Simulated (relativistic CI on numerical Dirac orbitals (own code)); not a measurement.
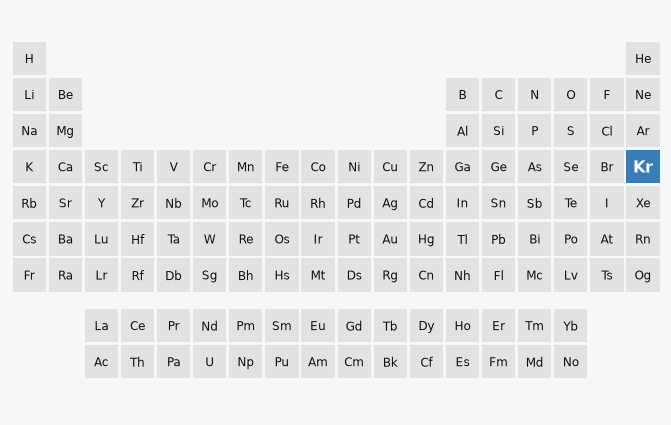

Fig. 1: The place of krypton in the periodic table.

## Relativistic CI calculation, with input and output: Kr³⁺

Kr³⁺. Level asked for: Dirac-Coulomb-Breit CI, KLI orbitals optimised for each configuration, model QED (radiative potential, 1s self-energy scaled to tabulated hydrogen-like ionisation energies), numerical settings as typed (relativistic CI on numerical Dirac orbitals, in-house).

Input file:
```
atom Kr  Z=36  charge=3  electrons=33
nucleus A=84  rms_radius_fm=4.1884
hamiltonian dirac-coulomb  breit=on  qed=on  c_scale=1
orbitals kli  potential=per-configuration
slater_scale 1
correlation none
mixing on
grid step=0.0125 r_max=37.3
scf mixing=0.4 start=green max_iterations=71 tolerance=2e-08 node_fill=0.05
configurations
  [Ar] 3d10 4s2 4p3
  [Ar] 3d10 4s 2d4
end
```

The run was one of a batch that the task file lists, launched with:
```bash
python <driver script> task.json out
```

The program writes its results to a structured record and prints no log; tables and figures of this report are taken from that record.

Outcome:

- outcome: refused by the program
- hardware: 1 CPU thread, shared host

Diagnosis:

The input is odd on purpose: configuration. The program refused the input; the driver noted: configuration [Ar] 3d10 4s 2d4: l must be smaller than n.
